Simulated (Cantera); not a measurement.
Feed: 1 mol SiCl4, 0.059 mol C2H2, 22 mol H2, held at 13.0 mbar.

These are equilibrium values from Cantera (NASA tables, ideal gas, pure condensed phases), not measurements of a reactor. Candidate condensed phases: C, C6H6, C7H8, C8H18, Si, SiC; 109 gas species. Mutual solubility and eutectic melting of coexisting phases are not modelled. The tables' values for SiCl3, SiCl are old estimates; treat these amounts as uncertain. Gases not in the tables: Si2H6 and higher silanes. The numbers say what is thermodynamically allowed, not how fast it happens.

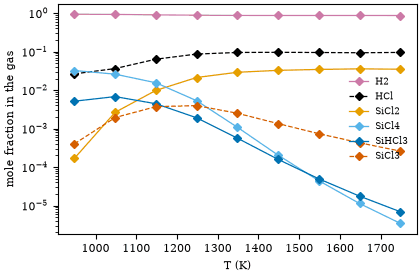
Equilibrium gas composition (values under 1e-9 drawn at 1e-9)

At 948 K the condensed part is SiC(s). From 1048 K to 1648 K the condensed part is Si(s) + SiC(s). At 1748 K the condensed part is Si(l) + SiC(s). The main Si-bearing gas is SiCl4 at 948 K and SiCl2 at 1748 K. The share of Si in condensed phases is highest at 1248 K (22.5 %) and lowest at 948 K (11.8 %).
